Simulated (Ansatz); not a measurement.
**Cl2H2OTi···H2O: density, localisation and related maps**

Input

```
crystal:
  periodic: [false, false, false]
  atoms:
    - { symbol: Ti, position_ang: [-0.369742, -1.219086, -0.642667] }
    - { symbol: O, position_ang: [0.584962, 1.896896, 0.771929] }
    - { symbol: Cl, position_ang: [0.050805, -2.394242, -2.44563] }
    - { symbol: Cl, position_ang: [-1.575866, -2.129329, 0.945391] }
    - { symbol: O, position_ang: [-0.766027, 0.438743, -0.918219] }
    - { symbol: H, position_ang: [1.109697, 1.07495, 0.758553] }
    - { symbol: H, position_ang: [1.216625, -0.776571, 0.239742] }
    - { symbol: H, position_ang: [0.16714, 1.903711, 1.645987] }
    - { symbol: H, position_ang: [-0.417694, 1.204829, -0.354987] }
basis:
  gaussian: { orbitals: def2-SVP }
hamiltonian:
  xc: b3lyp
  dispersion: d4
relax:
  f_tol: 0.03
  max_steps: 50
output:
  orbitals: {}
```

Command:

```sh
ansatz run input.yaml --threads 2 --pin off --max-ram 3072MiB --backend cpu --events-out ev --progress --plain --runs-dir out
```

The fields are those of the relaxed geometry.

Computed with RKS B3LYP-D4/def2-SVP (Ansatz 0.2.0).

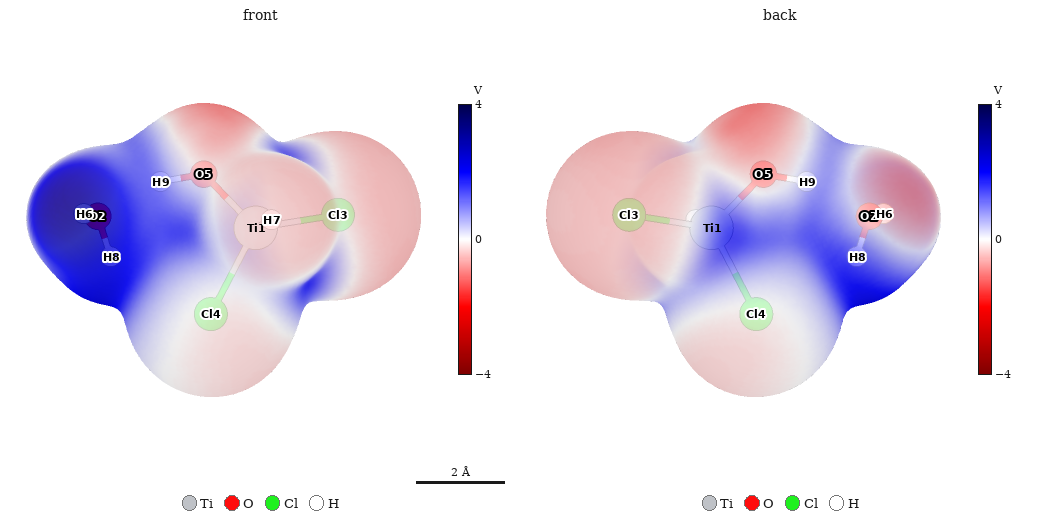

Figure 1. The electrostatic potential painted on the density surface at 0.002 e/bohr³, seen from the front and from behind; the colour scale runs from red (negative) to blue (positive).

Question: Describe the electrostatic potential map.

Answer: The most negative region (about −1.0 V) lies over O5, the most positive (about +3.0 V) over H6.

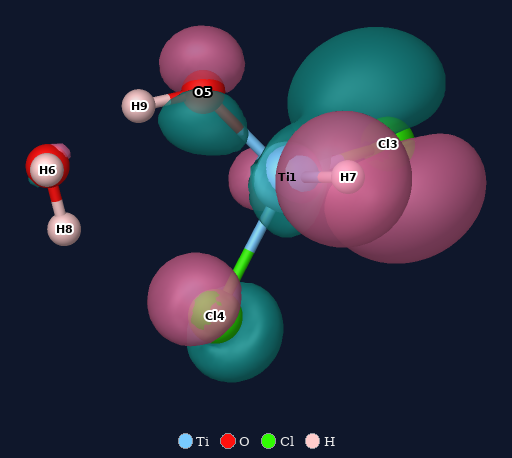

Figure 2. The HOMO−1 at ±0.1 Å⁻³ᐟ² (teal and pink are the two phases), seen at a tilt.

Question: Where does this orbital lie, and at what energy?

Answer: Its weight (Hirshfeld) is mainly on Cl3 (about 60 %), Ti1 (about 15 %), H7 (about 10 %) and Cl4 (about 10 %). Its energy is −8.78 eV.

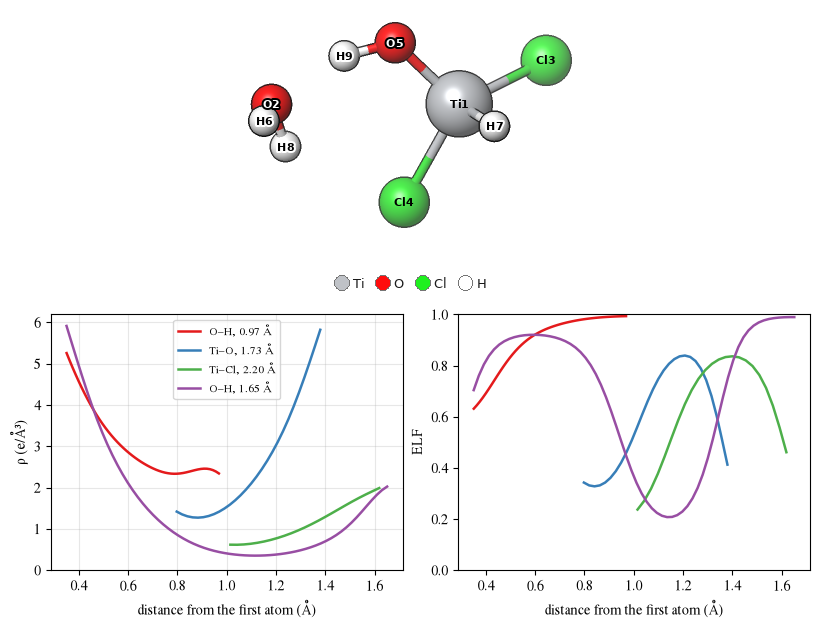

Figure 3. Electron density and ELF along straight lines between neighbouring atoms. The curves leave out the atomic cores. The structure is drawn too.

Question: What can be read from the curves?

Answer: O–H (0.97 Å): ρ is about 3.7 e/Å³ halfway; the ELF climbs to about 1 towards the hydrogen, as it does in any bond to H; an ordinary covalent bond to hydrogen.
Ti–O (1.73 Å): ρ is about 1.3 e/Å³ halfway; the ELF peaks at about 0.85 in the valence shell of O, 0.5 Å from its nucleus, and drops to about 0.35 between the two atoms.
Ti–Cl (2.20 Å): the density is about 0.64 e/Å³ at the midpoint; the ELF peaks at about 0.85 in the valence shell of Cl, 0.8 Å from its nucleus, and is about 0.40 at the midpoint.
O2···H9 (1.65 Å): the density falls to about 0.35 e/Å³ on the way; the ELF dips to about 0.20 between them: by its geometry a hydrogen bond between the two molecules, with no shared pair.
